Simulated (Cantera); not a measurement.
Input: 1 mol BN, 36 mol Cl2, 7.4 mol N2, 0.21 mol H2O, held at 1348 K.

These are equilibrium values from Cantera (NASA tables, ideal gas, pure condensed phases), not measurements of a reactor. Candidate condensed phases: B, BN, B2O3, B3O3H3, H2O, NH4Cl; 49 gas species. The tables' values for BOCl are old estimates; treat these amounts as uncertain. The numbers say what is thermodynamically allowed, not how fast it happens.

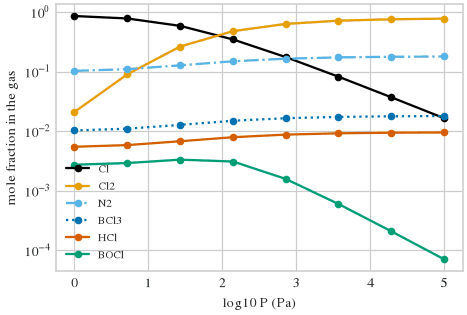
Figure: Equilibrium gas composition (values under 1e-9 drawn at 1e-9)

Problem. Read off the mole fractions at 5.20 Pa.

Solution. Cl about 0.78, N2 about 0.11, Cl2 about 0.090, BCl3 about 0.011, HCl about 0.0058, BOCl about 0.0029.
